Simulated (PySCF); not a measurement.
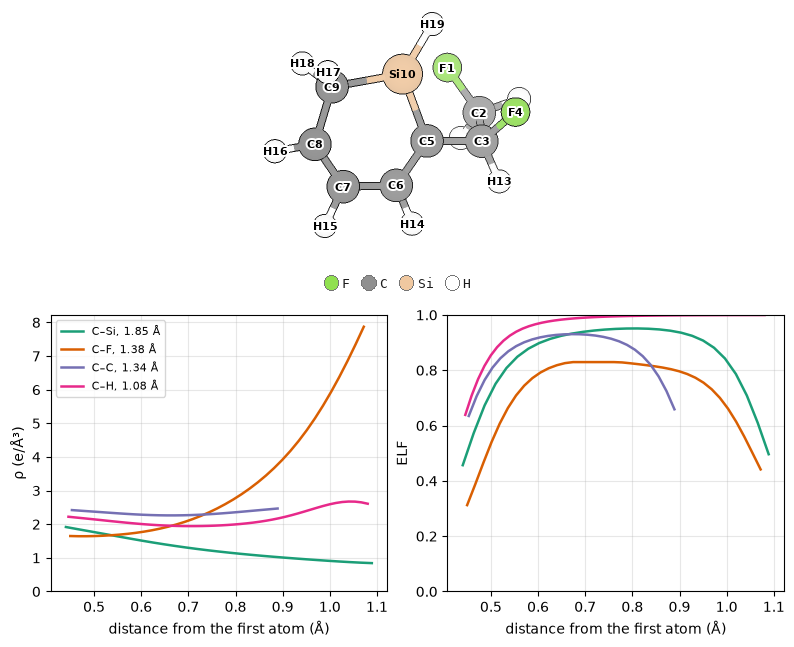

The picture shows: C$_{7}$H$_{9}$F$_{2}$Si (charge +1). Electron density and ELF along straight lines between neighbouring atoms. The curves leave out the atomic cores. The structure is drawn too.

Geometry: GFN2-xTB.

Computed with PBE0/pcSseg-1, SCF density, gas phase, non-relativistic (PySCF 2.14.0).

```csv
atom,x (Å),y (Å),z (Å)
F,-1.9114,1.3965,1.0342
C,-2.6577,0.4163,0.4019
C,-1.8630,-0.0799,-0.8088
F,-1.9444,0.8854,-1.7961
C,-0.4085,-0.2154,-0.4458
C,0.2287,-1.4049,-0.3218
C,1.6004,-1.5824,0.0660
C,2.4681,-0.6140,0.3992
C,2.2174,0.8624,0.4222
Si,0.4796,1.3785,-0.1187
H,-3.6005,0.8741,0.0937
H,-2.8233,-0.3819,1.1272
H,-2.3067,-0.9946,-1.2139
H,-0.3254,-2.3143,-0.5191
H,1.9433,-2.6064,0.0996
H,3.4692,-0.8982,0.6928
H,2.9778,1.3386,-0.2077
H,2.4492,1.2239,1.4311
H,-0.0027,2.7255,-0.3433
```

### What kind of bonding do the profiles show?

C–Si (1.85 Å): the density is about 0.98 e/Å³ at the midpoint; the ELF peaks at about 0.95 between the atoms (a covalent bond).
C–F (1.38 Å): ρ is about 2.1 e/Å³ halfway, with its minimum of 1.6 e/Å³ about 0.5 Å from C; the ELF peaks at about 0.85 between the atoms, as expected for a polar covalent bond.
C–C (1.34 Å): the density is about 2.3 e/Å³ at the midpoint; the ELF peaks at about 0.95 between the atoms; a multiple bond.
C–H (1.08 Å): the density is about 2.1 e/Å³ at the midpoint; the ELF climbs to about 1 towards the hydrogen, as it does in any bond to H; an ordinary covalent bond to hydrogen.
